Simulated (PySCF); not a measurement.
# Pb2O: structure of the singlet

Aim: relax Pb2O as a singlet from a hand-made bent geometry, check by its vibrations whether the end is a minimum, and collect its spectrum and constants.

The runs use PySCF 2.14.0; PBE0, basis O def2-TZVP, Pb def2-TZVP with ECP60, scalar-relativistic core potentials, no spin–orbit coupling, density fitting.

**1. Where the work starts**

3 atoms, charge 0, spin multiplicity 1.

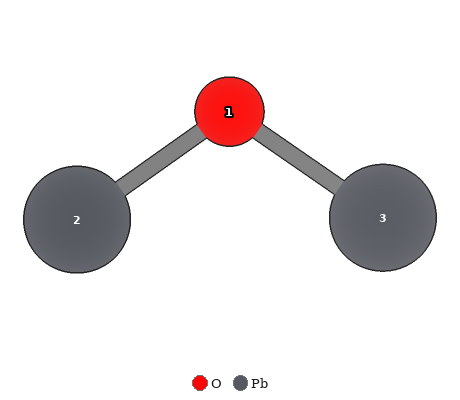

Start geometry, drawn with oxygen red, lead dark grey; atoms are numbered from 1 in the order of the file.

```xyz
3
charge 0 multiplicity 1
O     0.0000    0.0000   -1.1433
Pb    1.6956    0.0000    0.0440
Pb   -1.6956    0.0000    0.0440
```

**2. Bent start, singlet: relaxation**

One driver script runs all steps and calls PySCF; scf.py shows how it sets up the SCF of each step. The optimiser is the driver's own. Before each start the driver seeks the lowest SCF state from one or more starting densities and follows internal instabilities, so scf.py alone need not reach the same state.

The program finds C2v symmetry in the start, which this walk keeps. Threshold on the gradient: 0.0003 Eh/bohr, with a further test on the energy change.

The input, scf.py:

```python
from pyscf import gto, scf, dft
mol = gto.M(atom='''
O      0.000000     0.000000    -1.143335
Pb     1.695600    -0.000000     0.043965
Pb    -1.695600     0.000000     0.043965''',
    basis={'O': 'def2-TZVP', 'Pb': 'def2-TZVP'},
    ecp={'Pb': 'def2-TZVP'},
    charge=0, spin=0)
mf = dft.RKS(mol, xc='PBE0')
mf.grids.atom_grid = (50, 194)
aux = {'O': 'def2-universal-JKFIT', 'Pb': 'def2-universal-JKFIT'}
mf = mf.density_fit(auxbasis=aux)
mf.kernel()
```

Steps of the walk:

| step | energy (Eh) | change (kJ/mol) | largest symmetric gradient (Eh/bohr) |
| --- | --- | --- | --- |
| 0 | -460.927411 | 0.00 | 0.02784 |
| 1 | -460.938034 | -27.89 | 0.02067 |
| 2 | -460.944167 | -43.99 | 0.02052 |
| 3 | -460.945772 | -48.21 | 0.00602 |
| 4 | -460.945971 | -48.73 | 0.00170 |
| 5 | -460.945986 | -48.77 | 0.00006 |

The walk needed 18 s of wall time on 4 threads, shared host.

Geometry (Å) and forces (eV/Å) at some steps:

```
step 0
O    0.000   0.000  -1.143   0.000   0.000  -1.431
Pb   1.696   0.000   0.044  -0.769   0.000   0.716
Pb  -1.696   0.000   0.044   0.769   0.000   0.716
step 1
O    0.000   0.000  -1.247   0.000   0.000  -0.487
Pb   1.624   0.000   0.096  -1.063   0.000   0.244
Pb  -1.624   0.000   0.096   1.063   0.000   0.244
step 3
O    0.000   0.000  -1.349   0.000   0.000   0.112
Pb   1.506   0.000   0.147  -0.309   0.000  -0.056
Pb  -1.506   0.000   0.147   0.309   0.000  -0.056
step 5
O    0.000   0.000  -1.355   0.000   0.000   0.002
Pb   1.485   0.000   0.150   0.003   0.000  -0.001
Pb  -1.485   0.000   0.150  -0.003   0.000  -0.001
```

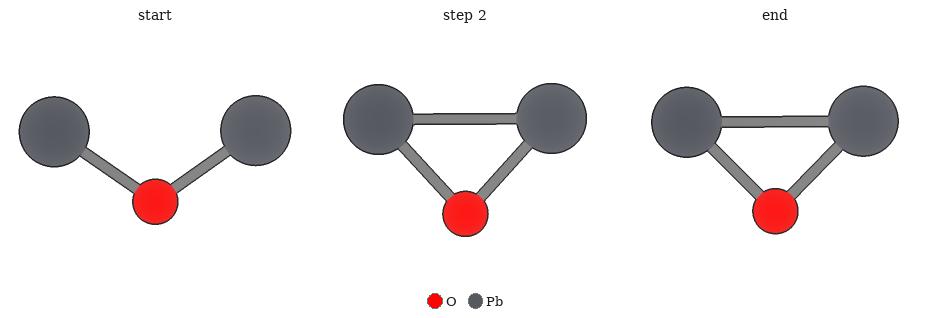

Start and end of the relaxation, with a step between.

It settles in C2v symmetry, 48.8 kJ/mol below the start, after 5 steps: O–Pb 2.115 Å (×2), Pb–Pb 2.971 Å; O–Pb–Pb 45.4° (×2), Pb–O–Pb 89.2°.

**3. Frequencies**

On the finer grid the gradient is checked again; gradients at displacements of ±0.01 bohr then give force constants and infrared intensities.

Edit scf.py of step 2 so:

```diff
@@ -3,3 +3,3 @@
-O      0.000000     0.000000    -1.143335
-Pb     1.695600    -0.000000     0.043965
-Pb    -1.695600     0.000000     0.043965''',
+O     -0.000000     0.000000    -1.449918
+Pb     1.485560    -0.000000     0.055866
+Pb    -1.485560     0.000000     0.055866''',
@@ -10 +10 @@
-mf.grids.atom_grid = (50, 194)
+mf.grids.atom_grid = (75, 302)
```

This SCF starts from the last density.

SCF at the final geometry:

```text
init E= -460.945761072626
  HOMO = -0.165529646262648  LUMO = -0.0933894896351006  gap/eV = 1.96303
cycle= 1 E= -460.94576107249  delta_E= 1.35e-10  |g|= 2.8e-05  |ddm|= 2.27e-05
  HOMO = -0.165529623634004  LUMO = -0.093390886906203  gap/eV = 1.96300
cycle= 2 E= -460.945761070913  delta_E= 1.58e-09  |g|= 9.29e-05  |ddm|= 6.75e-05
  HOMO = -0.165529259727492  LUMO = -0.0933894528963783  gap/eV = 1.96302
cycle= 3 E= -460.945761072639  delta_E= -1.73e-09  |g|= 5.36e-06  |ddm|= 5.25e-05
  HOMO = -0.165529466148559  LUMO = -0.0933896523409032  gap/eV = 1.96302
cycle= 4 E= -460.945761072646  delta_E= -6.82e-12  |g|= 2e-07  |ddm|= 4.33e-06
  HOMO = -0.165529465259343  LUMO = -0.0933896499468574  gap/eV = 1.96302
Extra cycle  E= -460.945761072645  delta_E= 1.14e-12  |g|= 2.23e-07  |ddm|= 3.4e-07
converged SCF energy = -460.945761072645
```

The whole step took 32 s.

Geometry: C2v; O–Pb 2.115 Å (×2), Pb–Pb 2.971 Å; O–Pb–Pb 45.4° (×2), Pb–O–Pb 89.2°.

Modes, for the most abundant isotopes:

```
symmetry  ω (cm⁻¹)  IR (km/mol)   μ (u)
      a1       132          1.9  156.03
      b2       433          8.8   17.14
      a1       541         82.9   17.01
```

All wavenumbers are real: a minimum.

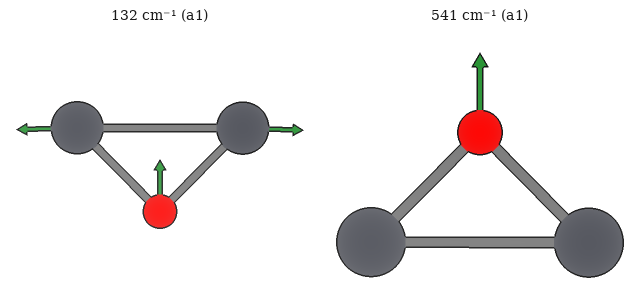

Displacements of 2 of the modes, as arrows (one member where a mode is degenerate).

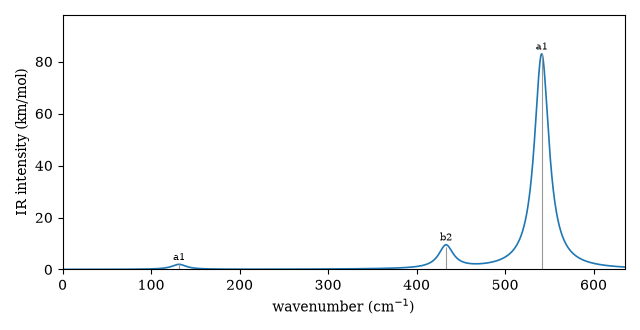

The harmonic infrared spectrum (widths in cm⁻¹). Lines are broadened to a width of 20 cm⁻¹ (Lorentzian).

Constants and moments:

```yaml
Dipole_moment: 2.38 D
Highest_occupied_level: -4.50 eV
Lowest_empty_level: -2.54 eV
Rotational_constants: 0.4827, 0.01836, 0.01769 cm⁻¹
Zero-point_energy: 6.6 kJ/mol
Principal_polarisabilities: 57.1, 70.1, 186.7 bohr³
Atomisation_energy_without_zero-point_energy: 665 kJ/mol
Principal_traceless_quadrupole_moments_about_the_centre_of_mass: -12.15, 3.82, 8.33 D Å
Entropy_at_298.15_K_and_1_bar: 317.1 J/(mol K)
Heat_capacity_Cp_at_298.15_K: 52.0 J/(mol K)
Enthalpy_at_298.15_K_above_0_K: 12.93 kJ/mol
Rotational_symmetry_number: 2
```

Populations by atom (charges in e):

```tsv
atom	Mulliken	Löwdin	polar tensor	Mayer order to O1
O1	-0.68	-0.44	-0.62	–
Pb2,3	0.34	0.22	0.31	0.96
```

Outer orbital energies (eV). occupied: -22.67, -21.97, -13.39, -12.72, -8.00, -7.80, -7.72, -4.50; empty: -2.54, -1.88, -0.84, -0.61.

Mulliken populations on O1: s 3.91, p 4.75, d 0.01, f 0.00.

**4. Would spin polarisation lower it?**

At the lowest minimum the closed shell is tested against spin polarisation, on the (50, 194) grid. It is unstable: an open-shell solution lies lower. That solution was not followed to a minimum here.

**5. Outcome**

```
                            quantity                                                                value
                             minimum      singlet, C2v (closed shell, unstable towards spin polarisation)
                            geometry  O–Pb 2.115 Å (×2), Pb–Pb 2.971 Å; O–Pb–Pb 45.4° (×2), Pb–O–Pb 89.2°
                  wavenumbers (cm⁻¹)                                         132 (a1), 433 (b2), 541 (a1)
                       dipole moment                                                               2.38 D
highest occupied, lowest empty level                                                      -4.50, -2.54 eV
           polar-tensor charge of O1                                                              -0.62 e
                   zero-point energy                                                           6.6 kJ/mol
```

The molecule stays C2v, as typed, and the end point is a minimum. In the infrared the band at 541 cm⁻¹ (a1) leads. Other starts or spin states, not run here, may lie lower. Spin polarisation would lower this closed shell, so its numbers describe a constrained state. Spin–orbit coupling, left out here, can matter for elements this heavy.

The search up to here took 62 s.
